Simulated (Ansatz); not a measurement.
```xyz
8

F    -0.478    2.531    0.157
C    -0.147    1.317   -0.237
C    -0.204    0.253    0.549
Al    0.298   -1.512   -0.091
H     0.170    1.322   -1.273
H    -0.549    0.445    1.563
H     0.780   -1.648   -1.591
H     0.223   -2.765    0.866
```

### Where will the first 5 clear peaks of this molecule's radial distribution curve from gas electron diffraction lie, and which pairs make them?

Peak 1, 1.32 Å: F–C 1.32 Å, C–C 1.32 Å; in its flanks C–H 1.08–1.09 Å, Al–H 1.58 Å
Peak 2, 1.95 Å: Al–C 1.94 Å, F···H 1.98 Å, C···H 2.04–2.14 Å (×2), not resolved
Peak 3, 2.33 Å: F···C 2.33 Å, F···H 2.52 Å, not resolved
Peak 4, 2.87 Å: Al···H 2.70–3.07 Å (×2), Al···C 2.87 Å, C···H 3.03–3.06 Å (×2), not resolved
Peak 5, 4.13 Å: Al···F 4.12 Å

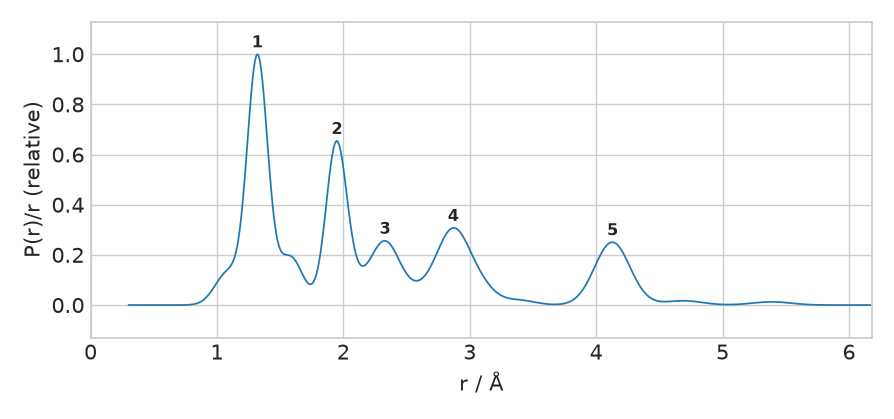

Simulated gas electron diffraction: radial distribution curve of C₂H₄AlF. Each pair of atoms contributes with weight ZᵢZⱼ/r; damping constant 0.002 Å²; vibrational amplitudes assumed, not computed: 0.05 Å for bonds, 0.078 Å for bonds to H, 0.06 + 0.015 r up to 0.15 Å for other pairs. The geometry is the end point of an optimisation (RHF/def2-SVP in Ansatz); it may be a saddle point or a higher isomer.
